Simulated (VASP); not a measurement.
# Gap of WS2 (Tungstenite), level by level, part 2 of 6

How does the gap of WS2 (Tungstenite) depend on the functional? The start is a cell from a database of measured crystal structures.

VASP 6.6.1, plane waves and PAW; the level of theory is named at each step.

Still holding for the runs below: Spin-orbit coupling is off here; with elements this heavy it splits and shifts levels by tenths of an eV or more.

So far, least gap on mesh and path (eV): step 2 (bands, level LDA, k 5×5×2) 0.913.

**3. Bands with PBEsol, k 5×5×2**

This step: PBEsol; plane waves and PAW (W, S) (VASP 6.6.1).

PBEsol restores the gradient expansion of exchange and is tuned for the cells of solids.

Input file INCAR:

```
SYSTEM = WS2
PREC = Accurate
ENCUT = 400
EDIFF = 1E-06
NELM = 100
ISMEAR = 0
SIGMA = 0.02
LREAL = .FALSE.
ALGO = Normal
GGA = PS
NBANDS = 34
LASPH = .TRUE.
LORBIT = 11
LWAVE = .FALSE.
LCHARG = .FALSE.
KPAR = 4
NCORE = 2
```

Input file POSCAR:

```
WS2
1.0
    3.1532000000      0.0000000000      0.0000000000
   -1.5766000000      2.7307513032      0.0000000000
    0.0000000000      0.0000000000     12.3230000000
W S
2 4
Direct
    0.3333333333      0.6666666667      0.2500000000
    0.6666666667      0.3333333333      0.7500000000
    0.3333333333      0.6666666667      0.6225000000
    0.6666666667      0.3333333333      0.1225000000
    0.3333333333      0.6666666667      0.8775000000
    0.6666666667      0.3333333333      0.3775000000
```

Input file KPOINTS:

```
Automatic mesh
0
Gamma
5 5 2
0 0 0
```

Input file KPOINTS_OPT:

```
Line mode
16
Line-mode
Reciprocal
  0.00000000   0.00000000   0.00000000 GAMMA
  0.50000000   0.00000000   0.00000000 M

  0.50000000   0.00000000   0.00000000 M
  0.33333333   0.33333333   0.00000000 K

  0.33333333   0.33333333   0.00000000 K
  0.00000000   0.00000000   0.00000000 GAMMA

  0.00000000   0.00000000   0.00000000 GAMMA
  0.00000000   0.00000000   0.50000000 A

  0.00000000   0.00000000   0.50000000 A
  0.50000000   0.00000000   0.50000000 L

  0.50000000   0.00000000   0.50000000 L
  0.33333333   0.33333333   0.50000000 H

  0.33333333   0.33333333   0.50000000 H
  0.00000000   0.00000000   0.50000000 A

  0.50000000   0.00000000   0.50000000 L
  0.50000000   0.00000000   0.00000000 M

  0.33333333   0.33333333   0.00000000 K
  0.33333333   0.33333333   0.50000000 H
```

The projector-augmented-wave data sets are W and S (PBE family, release 64).

Started as:

```
> mpirun -np 8 vasp_std
```

Numbers of over 12 decimals in the logs are rounded to 6 here.

What it wrote:

```text
[banner, memory and clock lines left out]
running    8 mpi-ranks, on    1 nodes
 distrk:  each k-point on    2 cores,    4 groups
 distr:  one band on    2 cores,    1 groups

 POSCAR found type information on POSCAR W S
 POSCAR found :  2 types and       6 ions
 [... a notice as in an earlier step ...]

 LDA part: xc-table for (Slater+PW92), standard interpolation
 POSCAR, INCAR and KPOINTS ok, starting setup
 FFT: planning ... GRIDC
 FFT: planning ... GRID_SOFT
 FFT: planning ... GRID
 WAVECAR not read
 entering main loop
       N       E                     dE             d eps       ncg     rms          rms(c)
DAV:   1     0.133777266834E+03    0.13378E+03   -0.13412E+04   680   0.760E+02
DAV:   2    -0.420004314209E+02   -0.17578E+03   -0.16507E+03   836   0.196E+02
DAV:   3    -0.531870055411E+02   -0.11187E+02   -0.11032E+02   880   0.483E+01
DAV:   4    -0.533390682429E+02   -0.15206E+00   -0.15186E+00   888   0.635E+00
DAV:   5    -0.533417880570E+02   -0.27198E-02   -0.27184E-02   910   0.827E-01    0.410E+01
DAV:   6    -0.510770303921E+02    0.22648E+01   -0.42193E+00  1006   0.109E+01    0.172E+01
DAV:   7    -0.507926653903E+02    0.28437E+00   -0.15572E+00   828   0.745E+00    0.927E+00
DAV:   8    -0.506613658199E+02    0.13130E+00   -0.30539E-01   900   0.316E+00    0.141E+00
DAV:   9    -0.506581330682E+02    0.32328E-02   -0.43260E-02   834   0.101E+00    0.728E-01
DAV:  10    -0.506559892517E+02    0.21438E-02   -0.13718E-02   870   0.519E-01    0.319E-01
DAV:  11    -0.506556958433E+02    0.29341E-03   -0.11489E-03   884   0.167E-01    0.183E-01
DAV:  12    -0.506556946872E+02    0.11561E-05   -0.17640E-04   814   0.708E-02    0.744E-02
DAV:  13    -0.506556988853E+02   -0.41981E-05   -0.15486E-05   872   0.199E-02    0.258E-02
DAV:  14    -0.506556977972E+02    0.10881E-05   -0.24424E-06   758   0.832E-03    0.111E-02
DAV:  15    -0.506556977516E+02    0.45634E-07   -0.53237E-07   552   0.337E-03
   1 F= -.50655698E+02 E0= -.50655698E+02  d E =-.452896E-12
 Start KPOINTS_OPT (optional k-point list driver)
k-point batch [1-10\144]
       N       E                     dE             ncg
DAV:   1     0.214083964911E+04   -0.48111E+03      680
DAV:   2     0.286472464979E+03   -0.18544E+04      896
DAV:   3     0.172210974844E+03   -0.11426E+03      856
DAV:   4     0.170553226403E+03   -0.16577E+01      904
DAV:   5     0.170520634469E+03   -0.32592E-01      872
DAV:   6     0.170519721354E+03   -0.91312E-03      928
DAV:   7     0.170519696578E+03   -0.24776E-04      880
DAV:   8     0.170519695815E+03   -0.76353E-06      664
[...]
k-point batch [141-144\144]
       N       E                     dE             ncg
DAV:   1     0.884528335379E+04   -0.45277E+04      272
DAV:   2     0.819618136526E+04   -0.64910E+03      314
DAV:   3     0.815543390767E+04   -0.40747E+02      336
DAV:   4     0.815485715493E+04   -0.57675E+00      320
DAV:   5     0.815484875401E+04   -0.84009E-02      360
DAV:   6     0.815484861766E+04   -0.13635E-03      320
DAV:   7     0.815484861436E+04   -0.33043E-05      360
DAV:   8     0.815484861428E+04   -0.73776E-07      224
```

Run time: 49 s. Hardware: 8 MPI ranks of AMD EPYC 7R43, shared host; peak memory 1.4 GiB; 6.3 min of CPU time.

Parts of OUTCAR (step 3):

```text
 Found     10 irreducible k-points:

   NELECT =      36.0000    total number of electrons

 E-fermi :   6.3845

 k-point     1 :       0.0000    0.0000    0.0000
  band No.  band energies     occupation
    ...
     14       4.1448      2.00000
     15       4.1448      2.00000
     16       4.8389      2.00000
     17       5.0461      2.00000
     18       6.2950      2.00000
     19       8.6329      0.00000
     20       8.6329      0.00000
     21       8.6456      0.00000
     22       8.6456      0.00000
     23       8.6979      0.00000
    ...

 k-point     2 :       0.2000   -0.0000    0.0000
  band No.  band energies     occupation
    ...
     14       3.4799      2.00000
     15       3.8887      2.00000
     16       4.7276      2.00000
     17       4.9332      2.00000
     18       5.1591      2.00000
     19       7.7015      0.00000
     20       8.2402      0.00000
     21       8.4839      0.00000
     22       8.5202      0.00000
     23       8.5635      0.00000
    ...

  Total       -0.9873625     -0.9873625     -0.5731737      0.0000000     -0.0000000      0.0000000
  in kB      -14.9086073    -14.9086073     -8.6545945      0.0000000     -0.0000000      0.0000000
  external PRESSURE =     -12.8239364 kB  Pullay stress =       0.0000000 kB

 POSITION                                       TOTAL-FORCE (eV/Angst)
 -----------------------------------------------------------------------------------
     -0.00000      1.82050      3.08075         0.000000     -0.000000      0.000000
      1.57660      0.91025      9.24225         0.000000     -0.000000      0.000000
     -0.00000      1.82050      7.67107         0.000000     -0.000000      0.179979
      1.57660      0.91025      1.50957        -0.000000      0.000000      0.179979
     -0.00000      1.82050     10.81343         0.000000     -0.000000     -0.179979
      1.57660      0.91025      4.65193        -0.000000      0.000000     -0.179979
 -----------------------------------------------------------------------------------
    total drift:                               -0.000000      0.000000     -0.000000

  FREE ENERGIE OF THE ION-ELECTRON SYSTEM (eV)
  ---------------------------------------------------
  free  energy   TOTEN  =       -50.6556977516 eV

  energy  without entropy=      -50.6556977516  energy(sigma->0) =      -50.65569775

 total charge
# of ion       s       p       d       tot
------------------------------------------
    1        0.565   0.721   4.302   5.588
    2        0.565   0.721   4.302   5.588
    3        1.354   2.339   0.000   3.694
    4        1.354   2.339   0.000   3.694
    5        1.354   2.339   0.000   3.694
    6        1.354   2.339   0.000   3.694
--------------------------------------------------
tot          6.547  10.799   8.605  25.951

[... 9 parts as in an earlier step ...]

[... 5 further parts left out ...]
```

The PAW data sets were made with PBE, which is usual practice but a small mismatch for other functionals.

This step gave:

```yaml
free_energy_toten: -50.6557 eV
fermi_energy: 6.385 eV
pressure: -1.282 GPa
least_gap_on_mesh_and_path: 0.9492 eV
least_direct_gap_on_mesh_and_path: 1.822 eV
```

The electronic bands at the labelled points (eV, zero at the valence-band top; v1 is the highest filled band, c1 the lowest empty one):

```
    point     v4     v3     v2     v1    c1    c2    c3    c4
        Γ  -2.15  -1.46  -1.25   0.00  2.34  2.34  2.35  2.35
        M  -1.91  -1.71  -1.70  -1.53  2.30  2.34  2.57  2.89
        K  -2.91  -2.91  -0.74  -0.52  1.30  1.30  1.99  3.27
        Γ  -2.15  -1.46  -1.25   0.00  2.34  2.34  2.35  2.35
        A  -2.18  -2.18  -0.31  -0.31  2.33  2.33  2.33  2.33
        L  -1.81  -1.81  -1.61  -1.61  2.32  2.32  2.76  2.76
        H  -3.08  -3.08  -0.64  -0.64  1.30  1.30  2.54  2.54
        A  -2.18  -2.18  -0.31  -0.31  2.33  2.33  2.33  2.33
jump to L  -1.81  -1.81  -1.61  -1.61  2.32  2.32  2.76  2.76
        M  -1.91  -1.71  -1.70  -1.53  2.30  2.34  2.57  2.89
jump to K  -2.91  -2.91  -0.74  -0.52  1.30  1.30  1.99  3.27
        H  -3.08  -3.08  -0.64  -0.64  1.30  1.30  2.54  2.54
```

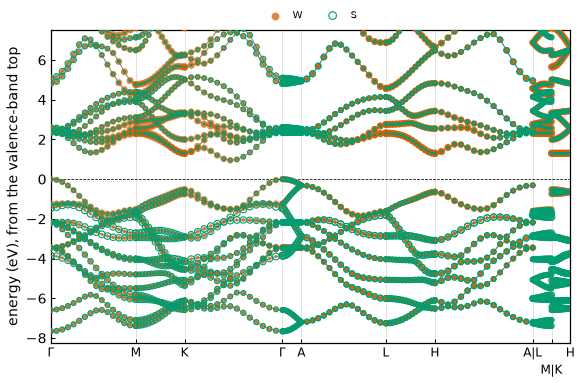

Electronic bands along the path; dots are coloured as in the legend, and their area grows with the weight.

Force by atom:

```
atom  x (eV/Å)  y (eV/Å)  z (eV/Å)   size
  W1     0.000     0.000     0.000  0.000
  W2     0.000     0.000     0.000  0.000
  S3     0.000     0.000     0.180  0.180
  S4     0.000     0.000     0.180  0.180
  S5     0.000     0.000    -0.180  0.180
  S6     0.000     0.000    -0.180  0.180
```

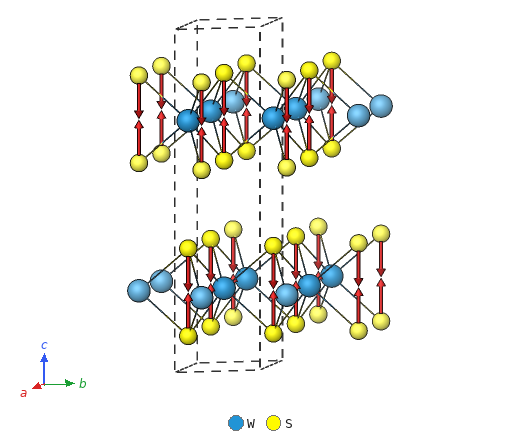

Force as arrows, the longest 0.180 eV/Å. 2×2×1 cells are drawn. Some periodic images of atoms are drawn too.

The gap is 0.95 eV, indirect, from Γ to a point between the labelled ones. Against LDA that is +0.04 eV; the cost is about the same.

**4. Bands with PBE, k 5×5×2**

This step: PBE; plane waves and PAW (W, S) (VASP 6.6.1).

PBE, the usual starting point, adds the gradient of the density.

INCAR: that of step 3 with these lines changed.

```diff
@@ -9,3 +9,3 @@
 ALGO = Normal
-GGA = PS
+GGA = PE
 NBANDS = 34
```

POSCAR is that of step 3.

KPOINTS is that of step 3.

KPOINTS_OPT is that of step 3.

Started as:

```
> mpirun -np 8 vasp_std
```

What it wrote:

```text
[banner, memory and clock lines left out]
running    8 mpi-ranks, on    1 nodes
[...]
LDA part: xc-table for (Slater+PW92), standard interpolation
 POSCAR, INCAR and KPOINTS ok, starting setup
[...]
entering main loop
       N       E                     dE             d eps       ncg     rms          rms(c)
DAV:   1     0.138086094138E+03    0.13809E+03   -0.13439E+04   680   0.761E+02
DAV:   2    -0.387697224251E+02   -0.17686E+03   -0.16617E+03   836   0.196E+02
DAV:   3    -0.499916029061E+02   -0.11222E+02   -0.11067E+02   880   0.484E+01
DAV:   4    -0.501459164995E+02   -0.15431E+00   -0.15410E+00   872   0.638E+00
[...]
DAV:  12    -0.473276057743E+02   -0.43624E-04   -0.18910E-04   792   0.713E-02    0.600E-02
DAV:  13    -0.473276122122E+02   -0.64379E-05   -0.17412E-05   906   0.234E-02    0.202E-02
DAV:  14    -0.473276119803E+02    0.23187E-06   -0.27194E-06   782   0.861E-03
   1 F= -.47327612E+02 E0= -.47327612E+02  d E =-.104314E-16
 Start KPOINTS_OPT (optional k-point list driver)
k-point batch [1-10\144]
       N       E                     dE             ncg
DAV:   1     0.218246664521E+04   -0.43948E+03      680
DAV:   2     0.321240007916E+03   -0.18612E+04      904
DAV:   3     0.207512836552E+03   -0.11373E+03      856
DAV:   4     0.205855315745E+03   -0.16575E+01      904
DAV:   5     0.205822340977E+03   -0.32975E-01      880
DAV:   6     0.205821414356E+03   -0.92662E-03      936
DAV:   7     0.205821387493E+03   -0.26863E-04      880
DAV:   8     0.205821386630E+03   -0.86294E-06      672
[...]
k-point batch [141-144\144]
       N       E                     dE             ncg
DAV:   1     0.886260037071E+04   -0.45104E+04      272
DAV:   2     0.821025699993E+04   -0.65234E+03      314
DAV:   3     0.816964482913E+04   -0.40612E+02      336
DAV:   4     0.816906585816E+04   -0.57897E+00      320
DAV:   5     0.816905717796E+04   -0.86802E-02      360
DAV:   6     0.816905703181E+04   -0.14615E-03      328
DAV:   7     0.816905702815E+04   -0.36601E-05      352
DAV:   8     0.816905702807E+04   -0.84099E-07      224
```

Wall time 50 s (8 MPI ranks); peak memory 1.3 GiB.

Parts of OUTCAR (step 4):

```text
  Total        2.4333241      2.4333241      2.4720926      0.0000000      0.0000000      0.0000000
  in kB       36.7417989     36.7417989     37.3271817      0.0000000      0.0000000      0.0000000
  external PRESSURE =      36.9369265 kB  Pullay stress =       0.0000000 kB

 POSITION                                       TOTAL-FORCE (eV/Angst)
 -----------------------------------------------------------------------------------
     -0.00000      1.82050      3.08075         0.000000     -0.000000     -0.000000
      1.57660      0.91025      9.24225         0.000000     -0.000000     -0.000000
     -0.00000      1.82050      7.67107        -0.000000      0.000000     -0.057665
      1.57660      0.91025      1.50957         0.000000     -0.000000     -0.057665
     -0.00000      1.82050     10.81343        -0.000000      0.000000      0.057665
      1.57660      0.91025      4.65193        -0.000000     -0.000000      0.057665
 -----------------------------------------------------------------------------------
    total drift:                               -0.000000      0.000000     -0.000000

  FREE ENERGIE OF THE ION-ELECTRON SYSTEM (eV)
  ---------------------------------------------------
  free  energy   TOTEN  =       -47.3276119803 eV

  energy  without entropy=      -47.3276119803  energy(sigma->0) =      -47.32761198

[... 2 parts as in an earlier step ...]

[... 1 further part left out ...]
[key lines of the parts left out:]
E-fermi :   6.4976
```

At this level the cell is under a pressure of 3.7 GPa, so at these settings it is away from equilibrium.

Electronic bands along the path, in eV, zero at the valence-band top; v1 is the highest filled band, c1 the lowest empty one:

```
    point     v4     v3     v2     v1    c1    c2    c3    c4
        Γ  -2.15  -1.48  -1.21   0.00  2.34  2.34  2.35  2.35
        M  -1.92  -1.72  -1.69  -1.51  2.31  2.36  2.60  2.90
        K  -2.92  -2.92  -0.72  -0.51  1.32  1.32  2.07  3.29
        Γ  -2.15  -1.48  -1.21   0.00  2.34  2.34  2.35  2.35
        A  -2.18  -2.18  -0.31  -0.31  2.33  2.33  2.33  2.33
        L  -1.82  -1.82  -1.58  -1.58  2.33  2.33  2.78  2.78
        H  -3.10  -3.10  -0.63  -0.63  1.32  1.32  2.60  2.60
        A  -2.18  -2.18  -0.31  -0.31  2.33  2.33  2.33  2.33
jump to L  -1.82  -1.82  -1.58  -1.58  2.33  2.33  2.78  2.78
        M  -1.92  -1.72  -1.69  -1.51  2.31  2.36  2.60  2.90
jump to K  -2.92  -2.92  -0.72  -0.51  1.32  1.32  2.07  3.29
        H  -3.10  -3.10  -0.63  -0.63  1.32  1.32  2.60  2.60
```

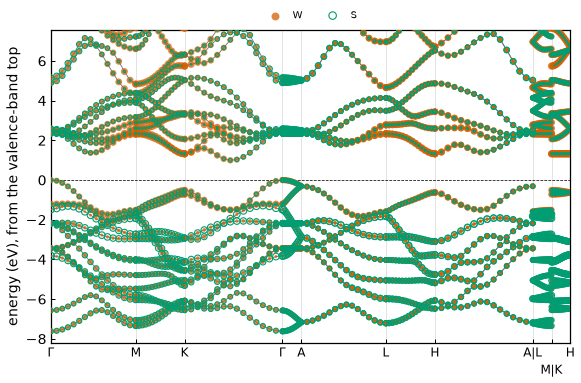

Electronic bands along the path; dots are coloured as in the legend, and their area grows with the weight.

The gap is 1.00 eV, indirect, from Γ to a point between the labelled ones. Against LDA that is +0.08 eV; the cost is about the same.

**5. Bands with r2SCAN, k 5×5×2**

This step: r2SCAN; plane waves and PAW (W, S) (VASP 6.6.1).

r2SCAN adds the kinetic-energy density, costs more than a GGA and is run with LASPH.

INCAR: that of step 4 with these lines changed.

```diff
@@ -9,5 +9,5 @@
 ALGO = Normal
-GGA = PE
+METAGGA = R2SCAN
+LASPH = .TRUE.
 NBANDS = 34
-LASPH = .TRUE.
 LORBIT = 11
```

POSCAR is that of step 4.

KPOINTS is that of step 4.

KPOINTS_OPT is that of step 4.

Started as:

```
> mpirun -np 8 vasp_std
```

What it wrote:

```text
[banner, memory and clock lines left out]
running    8 mpi-ranks, on    1 nodes
[...]
[... a notice as in an earlier step ...]

 LDA part: xc-table for (None), standard interpolation
 POSCAR, INCAR and KPOINTS ok, starting setup
[...]
entering main loop
       N       E                     dE             d eps       ncg     rms          rms(c)
DAV:   1     0.454164350068E+02    0.45416E+02   -0.13858E+04   680   0.786E+02
DAV:   2    -0.135350411071E+03   -0.18077E+03   -0.16965E+03   836   0.202E+02
DAV:   3    -0.146872797005E+03   -0.11522E+02   -0.11360E+02   888   0.501E+01
DAV:   4    -0.147027216653E+03   -0.15442E+00   -0.15420E+00   888   0.656E+00
[...]
DAV:  12    -0.140298058352E+03   -0.35287E-04   -0.40269E-04   846   0.113E-01    0.715E-02
DAV:  13    -0.140298058918E+03   -0.56639E-06   -0.70300E-05   838   0.463E-02    0.468E-02
DAV:  14    -0.140298058529E+03    0.38896E-06   -0.58265E-06   786   0.116E-02
   1 F= -.14029806E+03 E0= -.14029806E+03  d E =-.276912E-23
 Start KPOINTS_OPT (optional k-point list driver)
k-point batch [1-10\144]
       N       E                     dE             ncg
DAV:   1     0.211896878092E+04   -0.50298E+03      680
DAV:   2     0.172028365676E+03   -0.19469E+04      904
DAV:   3     0.560795104717E+02   -0.11595E+03      856
DAV:   4     0.544630028648E+02   -0.16165E+01      896
DAV:   5     0.544313728632E+02   -0.31630E-01      880
DAV:   6     0.544305117715E+02   -0.86109E-03      920
DAV:   7     0.544304874213E+02   -0.24350E-04      880
DAV:   8     0.544304866696E+02   -0.75178E-06      640
[...]
k-point batch [141-144\144]
       N       E                     dE             ncg
DAV:   1     0.882817329106E+04   -0.45449E+04      272
DAV:   2     0.814854087041E+04   -0.67963E+03      314
DAV:   3     0.810739943122E+04   -0.41141E+02      326
DAV:   4     0.810683659684E+04   -0.56283E+00      320
DAV:   5     0.810682833169E+04   -0.82651E-02      360
DAV:   6     0.810682819843E+04   -0.13326E-03      328
DAV:   7     0.810682819526E+04   -0.31669E-05      344
DAV:   8     0.810682819519E+04   -0.69632E-07      224
```

Wall time 2.2 min (8 MPI ranks); peak memory 1.4 GiB; 18 min of CPU time.

Parts of OUTCAR (step 5):

```text
  Total        1.4065893      1.4065893      0.3643019      0.0000000     -0.0000000      0.0000000
  in kB       21.2386931     21.2386931      5.5007495      0.0000000     -0.0000000      0.0000000
  external PRESSURE =      15.9927119 kB  Pullay stress =       0.0000000 kB

 POSITION                                       TOTAL-FORCE (eV/Angst)
 -----------------------------------------------------------------------------------
     -0.00000      1.82050      3.08075        -0.000000      0.000000      0.000000
      1.57660      0.91025      9.24225         0.000000     -0.000000      0.000000
     -0.00000      1.82050      7.67107         0.000000      0.000000      0.208412
      1.57660      0.91025      1.50957        -0.000000     -0.000000      0.208412
     -0.00000      1.82050     10.81343         0.000000     -0.000000     -0.208412
      1.57660      0.91025      4.65193        -0.000000     -0.000000     -0.208412
 -----------------------------------------------------------------------------------
    total drift:                               -0.000000      0.000000     -0.000000

  FREE ENERGIE OF THE ION-ELECTRON SYSTEM (eV)
  ---------------------------------------------------
  free  energy   TOTEN  =      -140.2980585291 eV

  energy  without entropy=     -140.2980585291  energy(sigma->0) =     -140.29805853

[... 2 parts as in an earlier step ...]

[... 1 further part left out ...]
[key lines of the parts left out:]
E-fermi :   6.3875
```

The electronic bands at the labelled points (eV, zero at the valence-band top; v1 is the highest filled band, c1 the lowest empty one):

```
    point     v4     v3     v2     v1    c1    c2    c3    c4
        Γ  -2.30  -1.60  -1.25   0.00  2.48  2.48  2.50  2.50
        M  -2.08  -1.86  -1.77  -1.59  2.42  2.46  2.72  3.02
        K  -3.10  -3.10  -0.77  -0.56  1.41  1.41  2.19  3.45
        Γ  -2.30  -1.60  -1.25   0.00  2.48  2.48  2.50  2.50
        A  -2.33  -2.33  -0.33  -0.33  2.47  2.47  2.47  2.47
        L  -1.97  -1.97  -1.67  -1.67  2.44  2.44  2.89  2.89
        H  -3.28  -3.28  -0.68  -0.68  1.41  1.41  2.74  2.74
        A  -2.33  -2.33  -0.33  -0.33  2.47  2.47  2.47  2.47
jump to L  -1.97  -1.97  -1.67  -1.67  2.44  2.44  2.89  2.89
        M  -2.08  -1.86  -1.77  -1.59  2.42  2.46  2.72  3.02
jump to K  -3.10  -3.10  -0.77  -0.56  1.41  1.41  2.19  3.45
        H  -3.28  -3.28  -0.68  -0.68  1.41  1.41  2.74  2.74
```

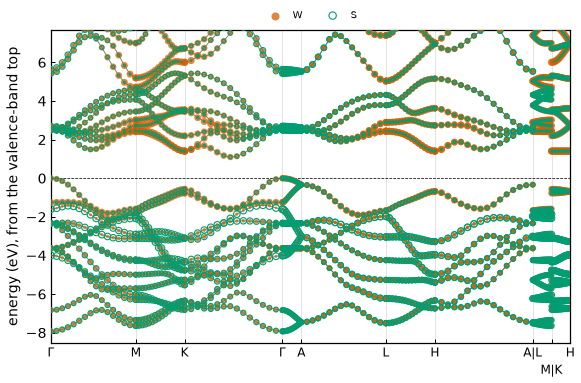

Electronic bands along the path; dots are coloured as in the legend, and their area grows with the weight.

The gap is 1.10 eV, indirect, from Γ to a point between the labelled ones. Against LDA that is +0.19 eV; this run took 3.0 times the core time.

(Continued in part 3 of 6.)

[Lines on the potential files, build, host, timing and source positions are cut from VASP's logs without a mark.]

[Logs are printed without paths, hosts, clocks, repeated set-up lines and the standing remarks that a program may print on its own settings, such as how far it seeks lower states.]

[Hosts, paths, dates, database ids (printed as entryN), source tags and the programs' standing remarks are cut or masked in the printed files.]

[A measured line is paired with the nearest computed mode of its activity, which favours agreement.]
